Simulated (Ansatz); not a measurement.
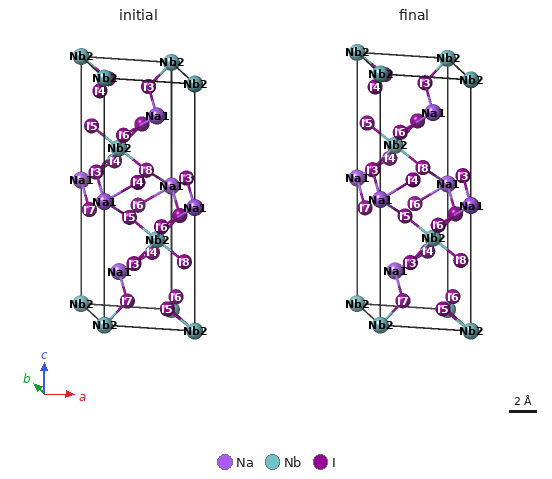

The structure of a crystal of NaNbI6 (built on the MgTiF6-148 type type) before (left) and after (right) a relaxation, at one scale.

Style: ball-and-stick. Shown: the conventional cell (3 times the calculation's cell), slightly off an axis. Lengths and directions refer to the drawn axes.

All numbers below come from DFT, r2SCAN+rVV10, plane waves, PAW (Ansatz).

Input
```yaml
crystal:
  lattice:
    - [3.6035457122, 2.080508087, 6.5128486514]
    - [-3.6035457122, 2.080508087, 6.5128486514]
    - [0.0, -4.1610161739, 6.5128486514]
  atoms:
    - { symbol: Na, position: [0.5, 0.5, 0.5] }
    - { symbol: Nb, position: [0.0, 0.0, 0.0] }
    - { symbol: I, position: [0.5905804453, 0.9554858375, 0.214832007] }
    - { symbol: I, position: [0.9554858375, 0.214832007, 0.5905804453] }
    - { symbol: I, position: [0.785167993, 0.4094195547, 0.0445141625] }
    - { symbol: I, position: [0.0445141625, 0.785167993, 0.4094195547] }
    - { symbol: I, position: [0.4094195547, 0.0445141625, 0.785167993] }
    - { symbol: I, position: [0.214832007, 0.5905804453, 0.9554858375] }
kpoints:
  mp_grid: { grid: [4, 4, 4] }
hamiltonian:
  xc: r2scan
  dispersion: rvv10
scf:
  occupations: { method: fermi_dirac, width: 0.03 }
relax:
  f_tol: 0.01
  cell: {}
  max_steps: 120
output:
  write_density: true
  write_potential: true
  elf: true
  volumetric_format: npy
```

Run as
```bash
ansatz run input.yaml --threads 4 --pin off --max-ram 4608MiB --backend cpu --events-out ev --progress --plain --runs-dir out
```

> Describe what moved and what it gained.

The energy falls by 3.4 meV per atom in 3 accepted moves (4 points after the start). The largest force component goes from 0.17 to 0.0039 eV/Å. Pressure: 0.76 GPa at the start and 0.02 GPa at the end. At 1 point the geometry stayed and the basis and grid were re-selected for the new cell (energy shift of 0.1 meV per atom at most each time). The largest moves relative to the cell, 0.059 Å, are those of I3, I4, I5, I6, I7 and I8. I8 goes roughly along [2 3 0]. Nb and Na stay in place. Cell: a = b 7.207 → 7.217 Å (+0.1 %), c 19.539 → 19.862 Å (+1.7 %). Volume +1.9 %. Among the contacts that change: Na1–I3 3.164 → 3.142 Å, Nb2–I3 2.745 → 2.763 Å. The space group stays R-3 (No. 148). Cost: 99 s on 4 threads of Arm Neoverse V1, on a shared host, peak memory 2.1 GiB.
